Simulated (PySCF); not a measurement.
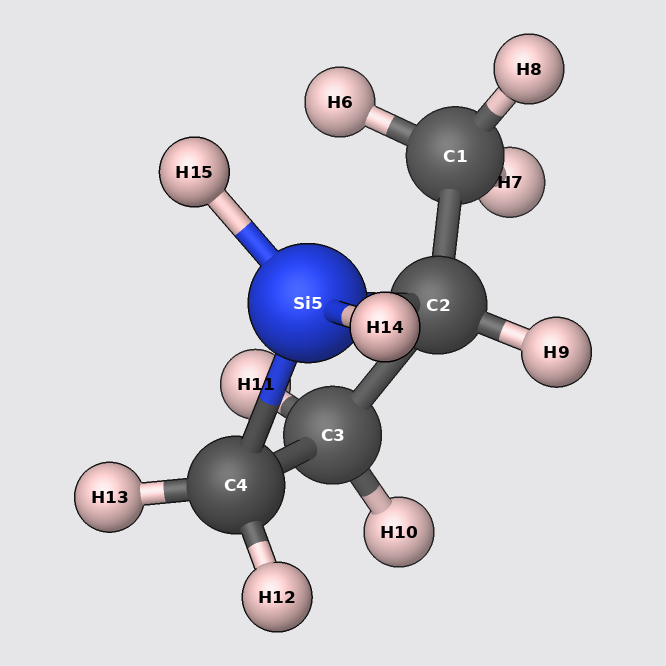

The geometry was computed by an optimisation with GFN2-xTB. No frequency run is at hand to confirm it as a minimum. Method: delta-SCF UKS SCAN, pcX-2 on the ionised atom, pcseg-1 elsewhere, spin-free X2C (PySCF 2.14.0).

Give the core-electron binding energies (to vacuum; p and d levels without spin–orbit splitting) of C1 1s, C2 1s, C3 1s, C4 1s, Si5 1s, Si5 2p.

```json
{"atom": "C1", "level": "1s", "binding energy (eV)": "290.3"}
{"atom": "C2", "level": "1s", "binding energy (eV)": "289.7"}
{"atom": "C3", "level": "1s", "binding energy (eV)": "290.2"}
{"atom": "C4", "level": "1s", "binding energy (eV)": "289.7"}
{"atom": "Si5", "level": "1s", "binding energy (eV)": "1845.9"}
{"atom": "Si5", "level": "2p", "binding energy (eV)": "106.4"}
```

The geometry is semi-empirical. Around Si such bond lengths and angles can be off by a tenth of an ångström or more and by several degrees, and values that hang on the shape move with them.
